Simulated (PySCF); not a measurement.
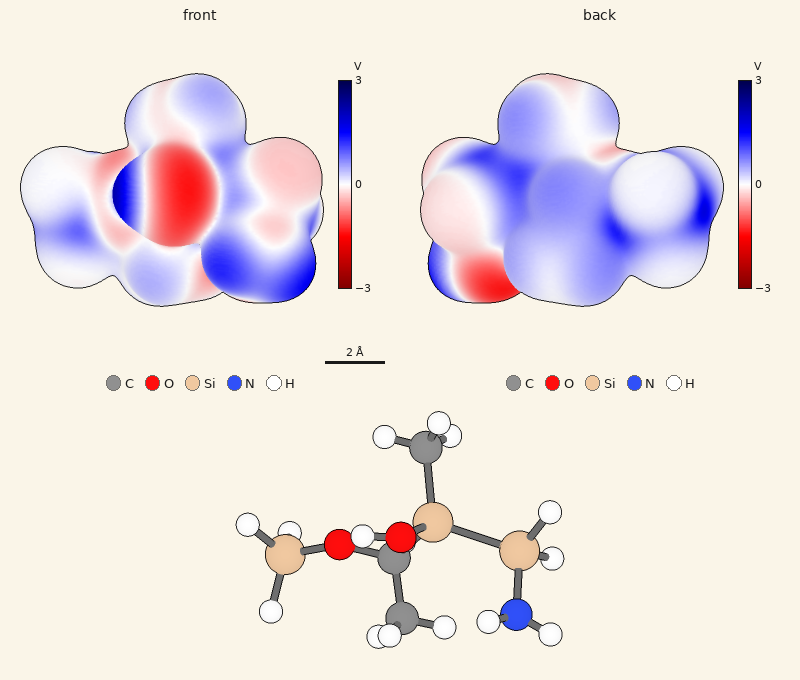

Figure 1: C₃H₁₅NO₂Si₃. The electrostatic potential painted on the density surface at 0.002 e/bohr³, seen from the front and from behind; red is negative and blue positive. The bare structure is drawn below in the same view.

Geometry: GFN2-xTB.

Computed with PySCF 2.14.0, PBE0/pcSseg-1, SCF density, gas phase, non-relativistic.

```xyz
24

C     0.4867    0.7298   -1.6887
C     0.8022   -0.2022   -0.5314
O     1.8894    0.2922    0.2436
Si    3.4473    0.4942   -0.1254
Si   -0.6246   -0.3378    0.7635
C    -0.1067   -1.7711    1.9108
O    -0.6108    1.0810    1.5817
Si   -2.7532   -0.5077   -0.0894
N    -3.1569    1.0179   -0.7855
H     1.3301    0.7969   -2.3753
H     0.2688    1.7264   -1.3116
H    -0.3837    0.3624   -2.2255
H     1.0921   -1.1791   -0.9357
H     3.6640    1.5494   -1.1213
H     3.9486    0.8738    1.1897
H     4.0439   -0.7438   -0.6386
H    -0.7238   -1.7996    2.8040
H    -0.2032   -2.7330    1.4170
H     0.9281   -1.6683    2.2278
H     0.2310    1.4494    1.8498
H    -3.7098   -0.9678    0.9389
H    -2.9156   -1.4423   -1.2130
H    -4.0570    1.1481   -1.2196
H    -2.8986    1.8509   -0.2813
```

Question: Where is the surface potential most negative and most positive?

Answer: The most negative region (about −1.3 V, or −30 kcal/mol for a unit charge) lies over O7 and N9, the most positive (about +2.0 V, or +46 kcal/mol for a unit charge) over H20.

Question: What dipole moment does the calculation give?

Answer: Its dipole moment is 0.76 D.
